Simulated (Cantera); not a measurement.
Feed: 1 mol SiCl4, 100 mol H2, at 110 Pa.

Method: chemical equilibrium by Gibbs-energy minimisation in Cantera with the NASA 1993 tables (ideal gas, pure condensed phases). Candidate condensed phases: Si; 19 gas species. The tables' values for SiCl3 are old estimates; treat these amounts as uncertain. Equilibrium is a limit: real reactors are often held back by kinetics, nucleation or transport.

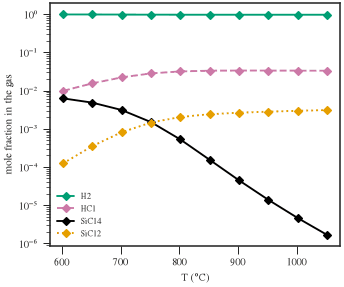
Figure. Equilibrium gas composition (values under 1e-9 drawn at 1e-9)

From 602 °C to 1052 °C the condensed part is Si(s). The main Si-bearing gas is SiCl4 at 602 °C and SiCl2 at 1052 °C. The share of Si in condensed phases is highest at 852 °C (71.3 %) and lowest at 602 °C (20.2 %).
